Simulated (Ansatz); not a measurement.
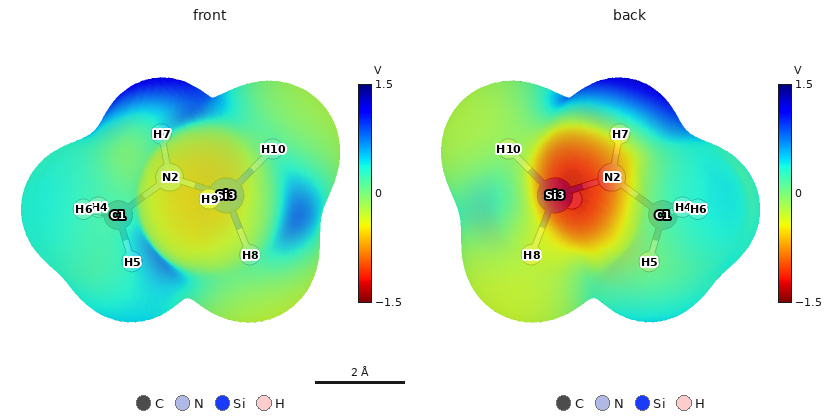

The picture shows: CH₇NSi (SMILES CN[SiH3]). The electrostatic potential painted on the density surface at 0.001 e/bohr³, seen from the front and from behind; the colour scale runs from red (negative) to blue (positive).

Geometry: PBE0-D4/def2-TZVP.

Computed with isolated molecule in a Gaussian basis; Kohn-Sham density functional theory, functional PBE0-DH in Ansatz.

```json
{"atom": "C", "x (Å)": "-1.0742", "y (Å)": "0.5509", "z (Å)": "-0.6868"}
{"atom": "N", "x (Å)": "0.3290", "y (Å)": "0.2414", "z (Å)": "-0.5160"}
{"atom": "Si", "x (Å)": "0.9294", "y (Å)": "-0.6831", "z (Å)": "0.7988"}
{"atom": "H", "x (Å)": "-1.3081", "y (Å)": "0.7331", "z (Å)": "-1.7395"}
{"atom": "H", "x (Å)": "-1.6776", "y (Å)": "-0.3040", "z (Å)": "-0.3694"}
{"atom": "H", "x (Å)": "-1.4093", "y (Å)": "1.4221", "z (Å)": "-0.1082"}
{"atom": "H", "x (Å)": "0.9460", "y (Å)": "0.9229", "z (Å)": "-0.9275"}
{"atom": "H", "x (Å)": "0.2108", "y (Å)": "-1.9857", "z (Å)": "0.8307"}
{"atom": "H", "x (Å)": "0.7531", "y (Å)": "-0.0638", "z (Å)": "2.1490"}
{"atom": "H", "x (Å)": "2.3839", "y (Å)": "-0.8850", "z (Å)": "0.5718"}
```

### Where is the surface potential most negative and most positive?

The most negative region (about −1.2 V) lies over N2, the most positive (about +1.2 V) over H7. N2 is the likeliest acceptor of a hydrogen bond.

### What dipole moment does the calculation give?

Its dipole moment is 1.09 D.
